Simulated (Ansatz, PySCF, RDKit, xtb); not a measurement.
# C2H2Si−: a search for the lowest isomer, part 2 of 2

Task: start from the formula C2H2Si− (charge -1, odd number of electrons), draw up candidate structures, narrow them down in stages, and characterise the one that lies lowest at 200 K.

xtb, Ansatz and PySCF; isolated molecules.

## (12) Free energies and the winner

Energies in kcal/mol from c004a; G adds the thermal terms to the CCSD(T)/def2-SVPD + MP2/def2-TZVPPD - MP2/def2-SVPD energy. The columns left of the relaxed level are at the tight-binding geometries.

| label | SMILES | spin | GFN2-xTB | HF/STO-3G | r2SCAN-D4/def2-SVPD | PBE0-D3(BJ)/def2-SVPD | HF/def2-SVPD | MP2/def2-SVPD | CCSD(T)/def2-SVPD + MP2/def2-TZVPPD - MP2/def2-SVPD | G | share at equilibrium | T1 |
| --- | --- | --- | --- | --- | --- | --- | --- | --- | --- | --- | --- | --- |
| c004a | [CH][C][SiH] ‡ | doublet | 0.0 | 0.0 | 0.0 | 0.0 | 0.0 | 0.0 | 0.0 | 0.0 | 99.0 % | 0.033 |
| c223 | [CH2]C#[Si-] | doublet | 13.8 | 6.8 | -8.1 | -5.7 | -3.5 | 7.6 | -1.1 | 1.8 | 1.0 % | 0.064 |
| c166a | [CH]1[CH][Si]1 ‡ | doublet | 27.1 | 22.6 | 5.9 | 6.4 | 15.1 | 6.7 | 10.3 | 13.2 | < 0.1 % | 0.019 |

‡ marks the bonded skeleton alone, with all bonds drawn single: no Lewis structure was assigned that passes a check against the bond lengths.

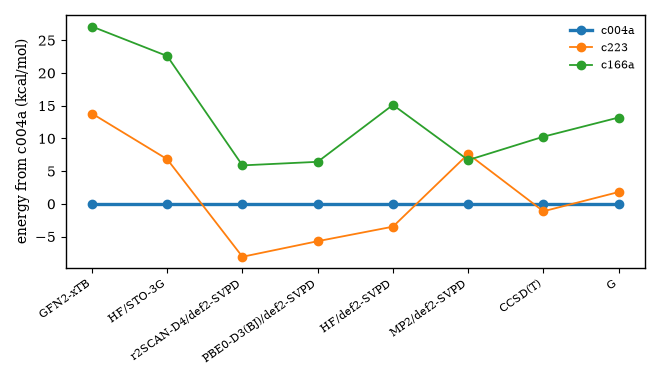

The finalists at each level, measured from c004a.

Lowest found: c004a, `[CH][C][SiH]` ‡, a doublet of point group Cs. Bond lengths: C1–C2 1.236 Å, C2–Si3 1.870 Å, C1–H4 1.073 Å, Si3–H5 1.550 Å. Angles: C1–C2–Si3 173.0°, C2–C1–H4 179.1°, C2–Si3–H5 93.9°.

```xyz
5

C    -0.2698    2.0104    0.5120
C    -0.5982    0.8478    0.7733
Si   -0.9941   -0.8799    1.3705
H     0.0084    3.0181    0.2704
H    -1.7244   -1.2797    0.0628
```

‡ marks the bonded skeleton alone, with all bonds drawn single: no Lewis structure was assigned that passes a check against the bond lengths.

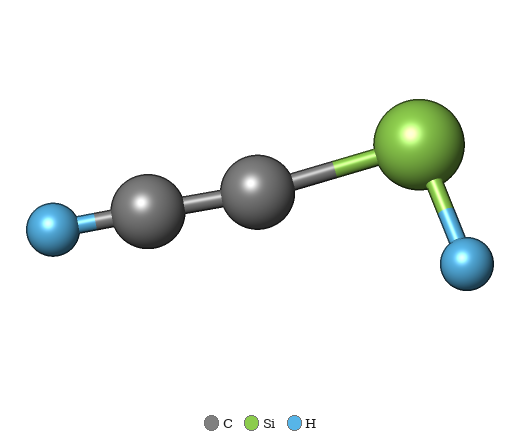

The lowest structure found, seen from a chosen angle (carbon grey, silicon green, hydrogen blue).

## (13) Density, orbitals and dipole (PBE0/def2-TZVPD)

File input.yaml:

```yaml
crystal:
  periodic: [false, false, false]
  atoms:
    - {symbol: C, position_ang: [-0.269806, 2.010420, 0.511985]}
    - {symbol: C, position_ang: [-0.598234, 0.847846, 0.773305]}
    - {symbol: Si, position_ang: [-0.994114, -0.879891, 1.370508]}
    - {symbol: H, position_ang: [0.008402, 3.018145, 0.270419]}
    - {symbol: H, position_ang: [-1.724389, -1.279725, 0.062848]}
basis:
  gaussian:
    orbitals: def2-TZVPD
total_charge: -1
output: {forces: true, orbitals: {seedname: orbitals}}
hamiltonian:
  xc: {name: PBE0}
magnetization:
  spin_polarized: true
  initial_magnetization: 1
```

Launch:

```sh
$ ansatz run input.yaml --threads 1 --pin off --max-ram 2610MiB --events-out events.jsonl --progress --plain --runs-dir runs
```

The program printed, cut to the lines that bear on the results:

```text
Warning: RAYON_NUM_THREADS=1 ignored (pool sized by the plan → 1); use --threads N
Functional definition: PBE0
  name "PBE0"
[...]
746 factors; their error is unknown
[...]
mean field -9976.70764258 eV, -366.6372434094 hartree, gradient 1.0e-5 eV, S^2 0.764128; 0 other end points of the search recorded, 0 dependent functions left out
[...]
reference -9976.70767227 eV, -366.6372445005 hartree; 15, 14 occupied and 120, 121 virtual orbitals, 746 factors
Total energy: -9976.70767227 eV, -366.6372445005 hartree
Atom 0 at    -0.269806     2.010420     0.511985 Å, force    -0.177017    -0.603289     0.120152 eV/Å
Atom 1 at    -0.598234     0.847846     0.773305 Å, force     0.236553     0.806035    -0.160948 eV/Å
Atom 2 at    -0.994114    -0.879891     1.370508 Å, force    -0.023219     0.069101    -0.112293 eV/Å
Atom 3 at     0.008402     3.018145     0.270419 Å, force    -0.080654    -0.297612     0.074988 eV/Å
Atom 4 at    -1.724389    -1.279725     0.062848 Å, force     0.044336     0.025765     0.078100 eV/Å
Dipole moment:     0.136848     0.611813    -0.219114 e Å
```

Wall time 5.1 s (1 thread of Arm Neoverse V2, shared host).

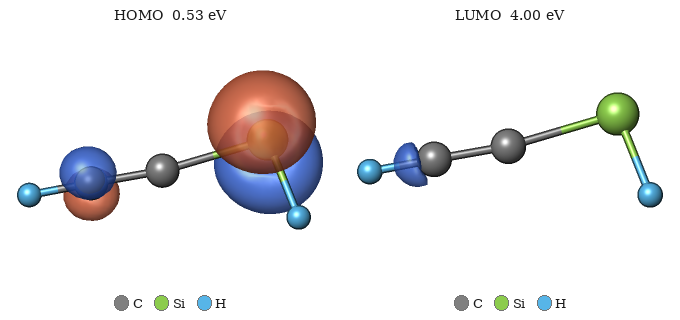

Frontier orbitals of this run (spin up), surfaces at ±0.2 Å^-3/2.

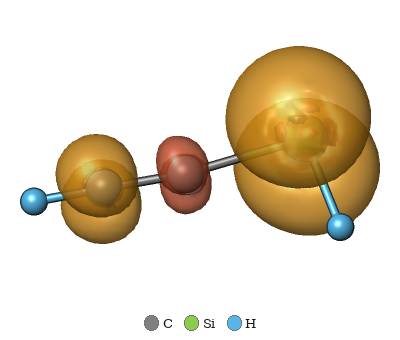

Spin density, surfaces at ±0.03 e/Å³.

## (14) Frequencies after a tight-binding relaxation (GFN2-xTB)

File start.xyz:

```xyz
5
c004a
C     -0.269806     2.010420     0.511985
C     -0.598234     0.847846     0.773305
Si    -0.994114    -0.879891     1.370508
H      0.008402     3.018145     0.270419
H     -1.724389    -1.279725     0.062848
```

Launch:

```sh
$ xtb start.xyz --gfn 2 --ohess tight --chrg -1 --uhf 1
```

The program printed, cut to the lines that bear on the results:

```text
* xtb version 6.7.1
[...]
          :  # basis functions                  20          :
[...]
          :  # electrons                        15          :
[...]
          :  Hamiltonian                  GFN2-xTB          :
[...]
          :  net charge                         -1          :
          :  unpaired electrons                  1          :
[...]
   *** convergence criteria satisfied after 13 iterations ***
[...]
   *** GEOMETRY OPTIMIZATION CONVERGED AFTER 13 ITERATIONS ***
[...]
   *** convergence criteria satisfied after 3 iterations ***
[...]
         ::                     SUMMARY                     ::
         :::::::::::::::::::::::::::::::::::::::::::::::::::::
         :: total energy              -6.996369206034 Eh    ::
         :: gradient norm              0.000140790601 Eh/a0 ::
         :: HOMO-LUMO gap              2.004775110031 eV    ::
         ::.................................................::
         :: SCC energy                -7.150653342318 Eh    ::
         :: -> isotropic ES            0.122329767783 Eh    ::
         :: -> anisotropic ES          0.006950891380 Eh    ::
         :: -> anisotropic XC          0.006634674140 Eh    ::
         :: -> dispersion             -0.003184725304 Eh    ::
         :: repulsion energy           0.154284136284 Eh    ::
         :: add. restraining           0.000000000000 Eh    ::
         :: total charge              -1.000000000000 e     ::
         :::::::::::::::::::::::::::::::::::::::::::::::::::::
[...]
         8        1.0000           -0.0135271              -0.3681 (HOMO)
         9                          0.0601468               1.6367 (LUMO)
[...]
     #   Z          covCN         q      C6AA      α(0)
     1   6          1.911    -0.217    37.489     9.888
     2   6          1.865    -0.164    35.835     9.669
     3  14          1.805    -0.279   220.083    31.527
     4   1          0.927    -0.083     5.007     3.499
     5   1          0.918    -0.257    16.307     6.316
[...]
          | TOTAL ENERGY               -6.996369206035 Eh   |
          | TOTAL ENTHALPY             -6.968450981124 Eh   |
          | TOTAL FREE ENERGY          -6.999715465737 Eh   |
          | GRADIENT NORM               0.000140593745 Eh/α |
[...]
```

Wall time 0.066 s (1 thread of Arm Neoverse V2, shared host).

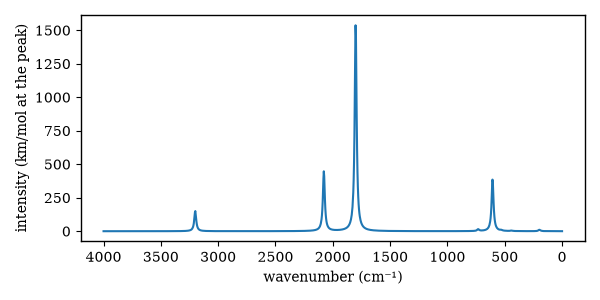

Harmonic infrared spectrum, unscaled, lines broadened by 10 cm⁻¹.

## (15) Electronic excitations (TD-PBE0/def2-SVPD)

File input.py:

```python
from pyscf import gto, dft, tdscf

mol = gto.M(
    atom='''
C     -0.269806     2.010420     0.511985
C     -0.598234     0.847846     0.773305
Si    -0.994114    -0.879891     1.370508
H      0.008402     3.018145     0.270419
H     -1.724389    -1.279725     0.062848
''',
    spin=1,
    max_memory=1860,
    charge=-1,
    verbose=3,
    basis='def2-svpd',
)

mf = dft.UKS(mol)
mf.xc = 'pbe0'
mf = mf.density_fit(auxbasis='def2-universal-jkfit')
mf.grids.level = 2
mf.max_cycle = 100
mf.kernel()
if not mf.converged:
    mf = mf.newton().run(mf.mo_coeff, mf.mo_occ)

energy = mf.e_tot
print(f'total energy: {energy:.8f} hartree')

td = tdscf.TDA(mf)
td.nstates = 5
td.kernel()
td.analyze()
roots = td.e * 27.211386
osc = td.oscillator_strength()
print('state   eV      nm      f')
for i, (w, f) in enumerate(zip(roots, osc), 1):
    print('%3d %9.4f %8.1f %9.5f' % (i, w, 1239.842 / w, f))
```

Launch:

```sh
$ OMP_NUM_THREADS=1 python input.py
```

The program printed:

```text
WARN: HOMO -0.145160758083327 >= LUMO -0.145160758083327

converged SCF energy = -366.452740206272  <S^2> = 0.76385598  2S+1 = 2.0138083
total energy: -366.45274021 hartree
Excitation energies (eV)
[2.43260451 2.99797508 3.12932811 3.57760575 3.80960376]

** Excitation energies and oscillator strengths **
state   eV      nm      f
  1    2.4326    509.7   0.00863
  2    2.9980    413.6   0.00834
  3    3.1293    396.2   0.00303
  4    3.5776    346.6   0.03073
  5    3.8096    325.5   0.04076
```

Run time: 86 s. Hardware: 1 thread of Arm Neoverse V2, shared host.

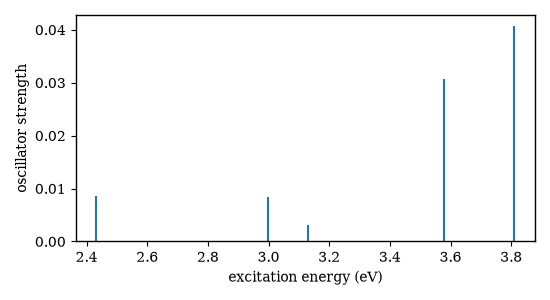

Vertical excitations as sticks.

The roots found:

| excited state | energy (eV) | strength |
| --- | --- | --- |
| 1 | 2.433 | 0.0086 |
| 2 | 2.998 | 0.0083 |
| 3 | 3.129 | 0.0030 |
| 4 | 3.578 | 0.0307 |
| 5 | 3.810 | 0.0408 |

## (16) One electron fewer at the same geometry (PBE0/def2-TZVPD)

File input.yaml:

```yaml
basis:
  gaussian: {orbitals: def2-TZVPD}
crystal:
  periodic: [false, false, false]
  atoms:
    - symbol: C
      position_ang: [-0.269806, 2.010420, 0.511985]
    - symbol: C
      position_ang: [-0.598234, 0.847846, 0.773305]
    - symbol: Si
      position_ang: [-0.994114, -0.879891, 1.370508]
    - symbol: H
      position_ang: [0.008402, 3.018145, 0.270419]
    - symbol: H
      position_ang: [-1.724389, -1.279725, 0.062848]
hamiltonian: {xc: pbe0}
```

Launch:

```sh
$ ansatz run input.yaml --threads 1 --pin off --max-ram 2610MiB --events-out events.jsonl --progress --plain --runs-dir runs
```

The program printed:

```text
Warning: RAYON_NUM_THREADS=1 ignored (pool sized by the plan → 1); use --threads N
[... 2 set-up lines as earlier in the session ...]
  parameter a = 0.25
  parameter kappa = 0.804
  parameter beta = 0.06672455060314922
  exchange = (1 - a)*pbe_x(kappa = kappa, mu = beta*pi^2/3) + a*exact_x
  correlation = pbe_c(beta = beta)
746 factors; their error is unknown
mean field evaluation 1: about -9969.6822 eV, gradient 4.6e1 eV
mean field evaluation 2: about -9948.5399 eV, gradient 8.6e1 eV
mean field evaluation 4: about -9974.6403 eV, gradient 1.7e1 eV
mean field evaluation 8: about -9975.3630 eV, gradient 3.3e-1 eV
mean field evaluation 16: about -9975.3631 eV, gradient 3.2e-5 eV
mean field -9975.36312874 eV, -366.5878334371 hartree, gradient 3.2e-5 eV, S^2 0.000000; 0 other end points of the search recorded, 0 dependent functions left out
reference -9975.36315554 eV, -366.5878344220 hartree; 14, 14 occupied and 121, 121 virtual orbitals, 746 factors
Total energy: -9975.36315554 eV, -366.5878344220 hartree
```

Run time: 2.3 s. Hardware: 1 thread of Arm Neoverse V2, shared host.

Difference from the parent: 1.34 eV. Only this spin of the product was run; a higher spin can lie lower.

## (17) The quartet at the same geometry (PBE0/def2-TZVPD)

File input.yaml:

```yaml
crystal:
  periodic: [false, false, false]
  atoms:
    - {symbol: C, position_ang: [-0.269806, 2.010420, 0.511985]}
    - {symbol: C, position_ang: [-0.598234, 0.847846, 0.773305]}
    - {symbol: Si, position_ang: [-0.994114, -0.879891, 1.370508]}
    - {symbol: H, position_ang: [0.008402, 3.018145, 0.270419]}
    - {symbol: H, position_ang: [-1.724389, -1.279725, 0.062848]}
basis:
  gaussian:
    orbitals: def2-TZVPD
total_charge: -1
magnetization:
  spin_polarized: true
  initial_magnetization: 3
hamiltonian:
  xc: pbe0
```

Launch:

```sh
$ ansatz run input.yaml --threads 1 --pin off --max-ram 2610MiB --events-out events.jsonl --progress --plain --runs-dir runs
```

The program printed, cut to the lines that bear on the results:

```text
Warning: RAYON_NUM_THREADS=1 ignored (pool sized by the plan → 1); use --threads N
[... 2 set-up lines as earlier in the session ...]
[...]
746 factors; their error is unknown
[...]
a density is far from that of the atoms, so the factors are made again for it
963 factors; integrals over basis functions are off by at most 6.3e-4 eV
mean field -9973.07380311 eV, -366.5037022721 hartree, gradient 7.9e-6 eV, S^2 3.765370; 0 other end points of the search recorded, 0 dependent functions left out
reference -9973.07384287 eV, -366.5037037331 hartree; 16, 13 occupied and 119, 122 virtual orbitals, 963 factors
Total energy: -9973.07384287 eV, -366.5037037331 hartree
```

It took 37 s on 1 thread of Arm Neoverse V2, shared host.

It lies 3.63 eV above the doublet.

## (18) Stability of the SCF solution (PBE0/def2-SVP)

File calc.py:

```python
from pyscf import gto, dft

mol = gto.M(
    atom='''
C       -0.269806       2.010420       0.511985
C       -0.598234       0.847846       0.773305
Si      -0.994114      -0.879891       1.370508
H        0.008402       3.018145       0.270419
H       -1.724389      -1.279725       0.062848
''',
    verbose=3,
    max_memory=1860,
    charge=-1,
    spin=1,
    basis='def2-svp',
)

calc0 = dft.UKS(mol)
calc0.xc = 'pbe0'
calc0 = calc0.density_fit(auxbasis='def2-universal-jkfit')
calc0.grids.level = 3
calc0.max_cycle = 100
calc0.kernel()
if not calc0.converged:
    calc0 = calc0.newton().run(calc0.mo_coeff, calc0.mo_occ)

e_tot = calc0.e_tot
print('E = %.10f Eh' % e_tot)
mo_i, mo_e, stable_i, stable_e = calc0.stability(internal=True, external=True, return_status=True)
print('stable: internal', stable_i, 'external', stable_e)
```

Launch:

```sh
$ OMP_NUM_THREADS=1 python calc.py
```

The program printed:

```text
WARN: HOMO -0.144904991634049 >= LUMO -0.144904991634048

converged SCF energy = -366.444471586097  <S^2> = 0.76234472  2S+1 = 2.0123069
E = -366.4444715861 Eh
<class 'pyscf.df.df_jk.DFUKS'> wavefunction is stable in the internal stability analysis
<class 'pyscf.df.df_jk.DFUKS'> wavefunction is stable in the real -> complex stability analysis
<class 'pyscf.df.df_jk.DFUKS'> wavefunction has an UHF/UKS -> GHF/GKS instability
stable: internal True external False
```

Wall time 34 s (1 thread of Arm Neoverse V2, shared host).

The stability test raises a flag; for an open shell a flag towards a general spinor solution can be the free rotation of the spin.

## (19) Summary of results

This closing draws on all 2 parts.

```
                                                        quantity                                                                    value
                                          lowest structure found                                              [CH][C][SiH] ‡, doublet, Cs
                                                   next finalist                          [CH2]C#[Si-], doublet, 1.8 kcal/mol higher in G
                       share at equilibrium, among the finalists                                                                   99.0 %
                                                          funnel  19 starts, 12 minima at GFN2-xTB, 8 screening runs, 4 relaxed, 3 ranked
                                            CPU time of all runs                                                                   15 min
harmonic wavenumbers, lowest and highest (PBE0-D3(BJ)/def2-SVPD)                                                        280 and 3454 cm⁻¹
                             rotational constants, same geometry                                                7.19, 0.1685, 0.1647 cm⁻¹
            HOMO energy (highest over α and β) (PBE0/def2-TZVPD)                                                                  0.53 eV
             LUMO energy (lowest over α and β) (PBE0/def2-TZVPD)                                                                  3.39 eV
                           lowest excitation (TD-PBE0/def2-SVPD)                                                      2.43 eV (f = 0.009)
                    strongest of the states computed, same level                                                      3.81 eV (f = 0.041)
                                      vertical detachment energy                                                                  1.34 eV
                                   vertical quartet less doublet                                                                 +3.63 eV
```

In words: The lowest structure found is `[CH][C][SiH]` ‡. The margin, 1.8 kcal/mol, is modest. The thermal terms turn the order: in electronic energy alone `[CH2]C#[Si-]` is lowest. HF/STO-3G and MP2/def2-SVPD already put its bonding pattern lowest among the structures in one piece; GFN2-xTB favours the doublet [C]#C[SiH2-] (c852a, not a finalist); r2SCAN-D4/def2-SVPD, PBE0-D3(BJ)/def2-SVPD and HF/def2-SVPD favour the doublet [CH2]C#[Si-]. The largest share of the time went into recheck (45 %). A large T1 diagnostic among the finalists warns that one reference determinant may not suffice. It concerns: the finalist [CH2]C#[Si-] (doublet). In an anion, excitations above the detachment energy lie in the continuum and hang on the basis, so they needn't be bound states. The stability test raises a flag; for an open shell a flag towards a general spinor solution can be the free rotation of the spin. Lowest found is not proven lowest: the search is finite, and each finalist counts with one conformer.

‡ marks the bonded skeleton alone, with all bonds drawn single: no Lewis structure was assigned that passes a check against the bond lengths.
